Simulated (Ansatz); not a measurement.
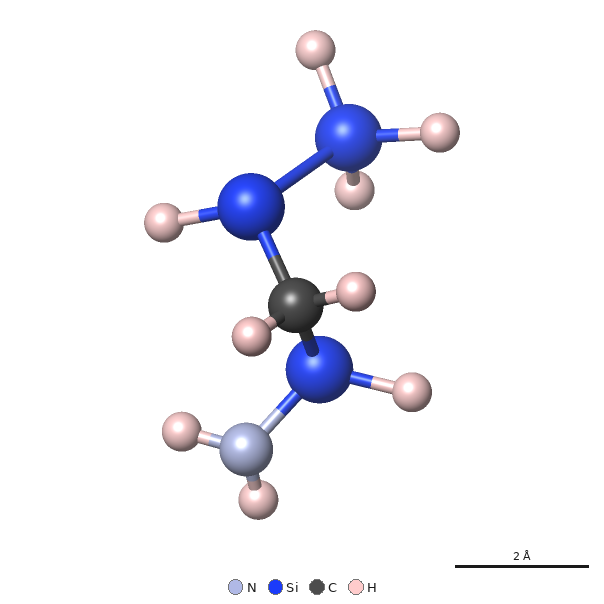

The structure as it stands in the input.

Input file:

```yaml
crystal:
  periodic: [false, false, false]
  atoms:
    - {symbol: N, position_ang: [-1.427800, 2.138800, 0.149700]}
    - {symbol: Si, position_ang: [-0.989900, 0.613200, 0.543900]}
    - {symbol: C, position_ang: [0.736900, 0.763700, 0.818500]}
    - {symbol: Si, position_ang: [1.393500, -0.139900, -0.582600]}
    - {symbol: Si, position_ang: [0.614400, -2.382500, -0.724700]}
    - {symbol: H, position_ang: [-1.137900, 2.456100, -0.787500]}
    - {symbol: H, position_ang: [-2.463100, 2.254300, 0.111300]}
    - {symbol: H, position_ang: [-1.450500, 0.084100, 1.813300]}
    - {symbol: H, position_ang: [1.139300, 1.807000, 0.926400]}
    - {symbol: H, position_ang: [1.080500, 0.343900, 1.816100]}
    - {symbol: H, position_ang: [1.152000, 0.557200, -1.859500]}
    - {symbol: H, position_ang: [0.728800, -3.007800, 0.647800]}
    - {symbol: H, position_ang: [1.431500, -3.089900, -1.676000]}
    - {symbol: H, position_ang: [-0.820700, -2.427300, -1.167700]}
basis:
  gaussian: {orbitals: def2-SVP}
hamiltonian: {xc: pbe, dispersion: d4}
relax: {f_tol: 0.03, max_steps: 200}
```

It was started with:

```sh
ansatz run in.yaml --threads 4 --pin off --events-out ev --progress --plain --max-ram 10444MiB
```

Output (its end):

```
mean field -26280.93053066 eV, -965.8063831472 hartree, gradient 1.3e-5 eV, S^2 0.000000; 1 other end points of the search recorded, 0 dependent functions left out
the calculation of the forces begins
reference -26280.93057600 eV, -965.8063848133 hartree; 32, 32 occupied and 95, 95 virtual orbitals, 1440 factors
Total energy: -26281.28106845 eV, -965.8192651733 hartree
Atom 0 at    -1.623766     2.495767     0.436365 Å, force    -0.000904    -0.008228     0.009507 eV/Å
Atom 1 at    -0.978118     0.886022     0.633209 Å, force     0.008161     0.008635    -0.003797 eV/Å
Atom 2 at     0.898937     0.733268     0.742034 Å, force    -0.008230    -0.004192    -0.001083 eV/Å
Atom 3 at     0.345112    -0.282959    -0.840268 Å, force    -0.004038    -0.005464    -0.001503 eV/Å
Atom 4 at     0.715030    -2.582987    -0.695128 Å, force    -0.000336    -0.006724     0.002988 eV/Å
Atom 5 at    -1.012532     3.176225    -0.025228 Å, force    -0.001329     0.002664    -0.005593 eV/Å
Atom 6 at    -2.569860     2.577752     0.050135 Å, force     0.000369     0.001956    -0.001237 eV/Å
Atom 7 at    -1.787049     0.115319     1.632943 Å, force    -0.000344     0.000705    -0.001709 eV/Å
Atom 8 at     1.506347     1.633359     0.525238 Å, force    -0.003124     0.005110    -0.000764 eV/Å
Atom 9 at     1.325350     0.170642     1.593199 Å, force     0.007708    -0.004559     0.006604 eV/Å
Atom 10 at     0.814088     0.375983    -2.110410 Å, force     0.001832     0.001523    -0.002392 eV/Å
Atom 11 at     0.263641    -3.034701     0.670603 Å, force    -0.000018     0.001711    -0.003881 eV/Å
Atom 12 at     2.168585    -2.956189    -0.852818 Å, force    -0.004408     0.001692    -0.000440 eV/Å
Atom 13 at    -0.078765    -3.336602    -1.730875 Å, force     0.004660     0.005172     0.003300 eV/Å
Dipole moment:    -0.132931     0.373774    -0.078240 e Å
```
